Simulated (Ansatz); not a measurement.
## Geometry relaxation, with input and output: C2H6N2O (part 2 of 2)

The same run, continued: C2H6N2O, SMILES N=C(N)CO; RKS PBE-D4/def2-SVP (Ansatz 0.2.0). The geometry: force-field start.

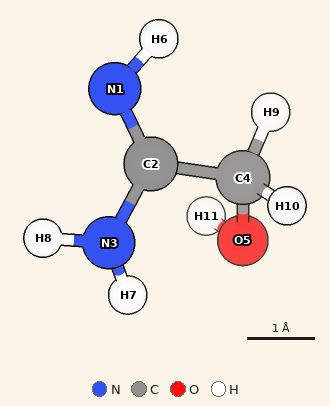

Figure 1. The geometry at step 6 of the log (ball-and-stick view, seen at a tilt; atoms are numbered from 1 in the order of the input).

Trajectory as extended XYZ (Å, eV, eV/Å), 11 frames, from step=1 to step=11
```
11
Properties=species:S:1:pos:R:3:forces:R:3 step=1 energy=-7184.24454
N    -0.7793    0.0841    1.5522   -2.6822   3.0197   1.4345
C    -0.0016   -0.1602    0.5899    0.8724   1.1606  -0.9810
N     0.5129   -1.4037    0.5284    2.0711   0.3378  -1.9712
C     0.4250    0.8451   -0.5205   -5.7490  -1.2979   0.0203
O    -0.0575    0.2792   -1.7801    0.5562   0.3356   0.3201
H    -1.1642    1.1096    1.4557    0.9290  -1.9272   0.4004
H     0.7914   -1.7405   -0.3863    0.1350  -0.1055  -0.3027
H     0.0792   -2.0549    1.1090   -1.0369  -1.5910   1.4222
H    -0.1397    1.8137   -0.3189    0.7118  -0.4865   0.0521
H     1.4365    0.9829   -0.5151    3.5408   0.4326  -0.4966
H    -1.0373    0.1876   -1.6938    0.6518   0.1219   0.1018
11
Properties=species:S:1:pos:R:3:forces:R:3 step=2 energy=-7184.71013
N    -0.8553    0.1073    1.5855   -0.2320   1.7576   0.4566
C    -0.0406   -0.1423    0.6187   -0.1339   0.1760  -0.3688
N     0.5112   -1.3911    0.5138    0.4008   0.0466  -0.4919
C     0.3488    0.8165   -0.5227   -1.3272  -0.3903  -0.1928
O     0.0006    0.2653   -1.8181    0.1004   0.2091   0.8010
H    -1.0582    1.1618    1.6092    0.0878  -1.4496  -0.1675
H     0.8029   -1.6960   -0.4147   -0.0519  -0.0010  -0.1004
H     0.0815   -2.0926    1.1007   -0.1510  -0.3837   0.3066
H    -0.1729    1.7905   -0.3331    0.2012  -0.1271  -0.0539
H     1.4203    0.9756   -0.5255    0.8742   0.1628  -0.1253
H    -0.9728    0.1479   -1.7934    0.2316  -0.0005  -0.0638
11
Properties=species:S:1:pos:R:3:forces:R:3 step=3 energy=-7184.78500
N    -0.8186    0.1367    1.6447    0.0442   1.0200  -0.4873
C    -0.0550   -0.1373    0.6281   -0.2105  -0.0611   0.1875
N     0.5101   -1.3886    0.4883   -0.1147  -0.1294   0.1337
C     0.3269    0.8124   -0.5095    0.1263  -0.2171  -0.3115
O     0.0270    0.2588   -1.8011   -0.0946   0.1296   0.4718
H    -1.1103    1.1565    1.5775    0.3284  -1.0341   0.1126
H     0.7316   -1.6936   -0.4650   -0.0680   0.1140   0.1233
H     0.1300   -2.1041    1.1205    0.1031   0.1280  -0.1948
H    -0.1639    1.7951   -0.3311   -0.0437   0.0631  -0.0488
H     1.4302    0.9715   -0.5246   -0.1357   0.0269   0.1351
H    -0.9427    0.1356   -1.8072    0.0651  -0.0399  -0.1217
11
Properties=species:S:1:pos:R:3:forces:R:3 step=4 energy=-7184.75513 accepted=F
N    -0.7817    0.1696    1.6387    0.2108   0.2306   0.1574
C     0.0044   -0.1463    0.6580   -1.4098   0.6164  -0.3548
N     0.4906   -1.4082    0.4823    0.4230  -0.3380   0.0000
C     0.3093    0.8167   -0.4912    0.4604  -0.3265  -0.2290
O     0.0447    0.2686   -1.7822    0.4296  -0.0195   0.1830
H    -1.0579    1.1693    1.5232    0.2018  -0.4184   0.1922
H     0.6525   -1.6880   -0.4889    0.0664   0.0333   0.0919
H     0.1302   -2.1251    1.1161   -0.0322   0.0502  -0.0676
H    -0.2220    1.7760   -0.3144   -0.0873   0.0492   0.0508
H     1.4012    1.0257   -0.4753    0.0052   0.1101  -0.1223
H    -0.9059    0.0847   -1.8457   -0.2679   0.0126   0.0985
11
Properties=species:S:1:pos:R:3:forces:R:3 step=5 energy=-7184.81749
N    -0.8009    0.1540    1.6482    0.0992   0.2784  -0.1528
C    -0.0569   -0.1410    0.6296   -0.2195   0.1758   0.1391
N     0.4985   -1.3901    0.4837   -0.0174  -0.1607   0.0449
C     0.3163    0.8114   -0.5055    0.1209  -0.1420  -0.1638
O     0.0431    0.2523   -1.7886    0.0538   0.0190   0.0994
H    -1.0716    1.1567    1.5806    0.0886  -0.3236   0.0705
H     0.7022   -1.6823   -0.4751   -0.0144   0.0390   0.0356
H     0.1323   -2.1102    1.1133    0.0330   0.0567  -0.0960
H    -0.1915    1.7882   -0.3401   -0.0508   0.0391  -0.0027
H     1.4153    0.9914   -0.4935   -0.0852   0.0267   0.0492
H    -0.9213    0.1125   -1.8321   -0.0084  -0.0086  -0.0235
11
Properties=species:S:1:pos:R:3:forces:R:3 step=6 energy=-7184.83531
N    -0.7565    0.1704    1.6876    0.1350   0.0048  -0.1147
C    -0.0648   -0.1331    0.6374   -0.1230   0.0630   0.0966
N     0.4672   -1.3891    0.4594   -0.0667  -0.1120   0.0980
C     0.3009    0.8153   -0.5041    0.0043  -0.0298  -0.0933
O     0.0984    0.2258   -1.7846    0.2000   0.0320   0.0454
H    -1.0173    1.1681    1.6356    0.0038  -0.0147   0.0473
H     0.6414   -1.6643   -0.5092    0.0145   0.0204   0.0025
H     0.1160   -2.1139    1.0909    0.0277   0.0494  -0.0755
H    -0.2542    1.7752   -0.3763   -0.0062  -0.0384   0.0032
H     1.3885    1.0417   -0.4502   -0.0432   0.0373   0.0128
H    -0.8541    0.0468   -1.8660   -0.1462  -0.0120  -0.0223
11
Properties=species:S:1:pos:R:3:forces:R:3 step=7 energy=-7184.84697
N    -0.6771    0.1966    1.7485    0.1954  -0.2759  -0.2268
C    -0.0733   -0.1269    0.6501   -0.0466  -0.0553   0.1319
N     0.4145   -1.3966    0.4305   -0.1366   0.0781   0.0625
C     0.2724    0.8181   -0.5040   -0.0396   0.1436  -0.0818
O     0.1900    0.1926   -1.7839   -0.1077   0.0271   0.0943
H    -0.9219    1.1934    1.7192   -0.0395   0.2064   0.0030
H     0.5600   -1.6472   -0.5501    0.0386   0.0111   0.0370
H     0.0789   -2.1258    1.0613    0.0116  -0.0056  -0.0006
H    -0.3646    1.7398   -0.4277    0.1253  -0.2060  -0.0165
H     1.3371    1.1346   -0.3881   -0.1699  -0.0166  -0.0568
H    -0.7506   -0.0357   -1.9354    0.1690   0.0931   0.0539
11
Properties=species:S:1:pos:R:3:forces:R:3 step=8 energy=-7184.85444
N    -0.6381    0.2026    1.7583   -0.0298   0.0312   0.0380
C    -0.0724   -0.1313    0.6479    0.0103  -0.1344   0.0296
N     0.3825   -1.4095    0.4285   -0.0172   0.0943  -0.0758
C     0.2592    0.8128   -0.5116   -0.0075   0.1258   0.1575
O     0.2269    0.1912   -1.7837   -0.1235  -0.0674  -0.1050
H    -0.8789    1.2057    1.7389    0.0241   0.0071  -0.0139
H     0.5463   -1.6670   -0.5457    0.0306  -0.0047   0.0030
H     0.0682   -2.1315    1.0749   -0.0180  -0.0360   0.0417
H    -0.4173    1.6997   -0.4449    0.0658  -0.0345  -0.0109
H     1.3009    1.1746   -0.3733   -0.0072   0.0365  -0.0102
H    -0.7119   -0.0044   -1.9687    0.0723  -0.0180  -0.0540
11
Properties=species:S:1:pos:R:3:forces:R:3 step=9 energy=-7184.85614
N    -0.6339    0.2052    1.7642    0.0036   0.0514   0.0535
C    -0.0764   -0.1343    0.6511    0.0285  -0.0416  -0.0040
N     0.3713   -1.4125    0.4274   -0.0501   0.0218  -0.0542
C     0.2515    0.8121   -0.5090    0.0222   0.0436   0.0188
O     0.2336    0.1873   -1.7859    0.0008   0.0153   0.0406
H    -0.8495    1.2152    1.7504   -0.0198  -0.0451  -0.0288
H     0.5563   -1.6644   -0.5448   -0.0028  -0.0029   0.0170
H     0.0554   -2.1382    1.0707    0.0170   0.0023   0.0065
H    -0.4308    1.6930   -0.4485    0.0135  -0.0269  -0.0121
H     1.2872    1.1910   -0.3672   -0.0060  -0.0041  -0.0202
H    -0.6994   -0.0115   -1.9880   -0.0069  -0.0138  -0.0171
11
Properties=species:S:1:pos:R:3:forces:R:3 step=10 energy=-7184.85656
N    -0.6137    0.2109    1.7759   -0.0324  -0.0062  -0.0017
C    -0.0726   -0.1348    0.6558   -0.0121   0.0356  -0.0102
N     0.3570   -1.4153    0.4211   -0.0175  -0.0281   0.0022
C     0.2498    0.8137   -0.5055    0.0095  -0.0329  -0.0590
O     0.2433    0.1845   -1.7824    0.0456   0.0392   0.0538
H    -0.8490    1.2158    1.7496    0.0388  -0.0146   0.0037
H     0.5425   -1.6645   -0.5515    0.0106   0.0087   0.0254
H     0.0539   -2.1418    1.0705    0.0204   0.0276  -0.0200
H    -0.4407    1.6867   -0.4515   -0.0224   0.0000  -0.0029
H     1.2802    1.2079   -0.3641   -0.0143  -0.0327  -0.0066
H    -0.6852   -0.0202   -1.9974   -0.0263   0.0033   0.0155
11
Properties=species:S:1:pos:R:3:forces:R:3 step=11 energy=-7184.85717
N    -0.6187    0.2098    1.7740   -0.0074   0.0005  -0.0020
C    -0.0767   -0.1347    0.6539    0.0096   0.0164   0.0149
N     0.3548   -1.4147    0.4202   -0.0250  -0.0108  -0.0082
C     0.2487    0.8134   -0.5066    0.0064  -0.0083  -0.0089
O     0.2449    0.1854   -1.7818    0.0052   0.0067   0.0001
H    -0.8417    1.2174    1.7533    0.0087  -0.0129  -0.0059
H     0.5453   -1.6645   -0.5509    0.0076   0.0032   0.0106
H     0.0570   -2.1409    1.0713    0.0111   0.0095  -0.0049
H    -0.4432    1.6856   -0.4539   -0.0063   0.0066   0.0002
H     1.2793    1.2045   -0.3629   -0.0049  -0.0078   0.0026
H    -0.6843   -0.0185   -1.9961   -0.0050  -0.0030   0.0014
```

This output came from the following input.

The input
```yaml
crystal:
  periodic: [false, false, false]
  atoms:
    - {symbol: N, position_ang: [-0.779300, 0.084100, 1.552200]}
    - {symbol: C, position_ang: [-0.001600, -0.160200, 0.589900]}
    - {symbol: N, position_ang: [0.512900, -1.403700, 0.528400]}
    - {symbol: C, position_ang: [0.425000, 0.845100, -0.520500]}
    - {symbol: O, position_ang: [-0.057500, 0.279200, -1.780100]}
    - {symbol: H, position_ang: [-1.164200, 1.109600, 1.455700]}
    - {symbol: H, position_ang: [0.791400, -1.740500, -0.386300]}
    - {symbol: H, position_ang: [0.079200, -2.054900, 1.109000]}
    - {symbol: H, position_ang: [-0.139700, 1.813700, -0.318900]}
    - {symbol: H, position_ang: [1.436500, 0.982900, -0.515100]}
    - {symbol: H, position_ang: [-1.037300, 0.187600, -1.693800]}
basis:
  gaussian: {orbitals: def2-SVP}
hamiltonian: {xc: pbe, dispersion: d4}
relax: {f_tol: 0.03, max_steps: 200}
```

Command:
```bash
ansatz run in.yaml --threads 4 --pin off --events-out ev --progress --plain --max-ram 10444MiB
```

Key numbers

| quantity | value |
| --- | --- |
| outcome | converged |
| total energy | −7184.8572 eV |
| mean-field energy | −7184.6706 eV |
| dispersion energy | −0.1866 eV |
| SCF solution under orbital rotations | stable |
| largest force (length of the vector) at the end | 0.028 eV/Å |
| dipole moment | 2.22 D |
| hardware | 4 threads of Arm Neoverse V2, 23 GiB of memory available, shared host |
| wall time | 10 s (CPU time 36 s) |
| peak memory | 0.14 GiB |
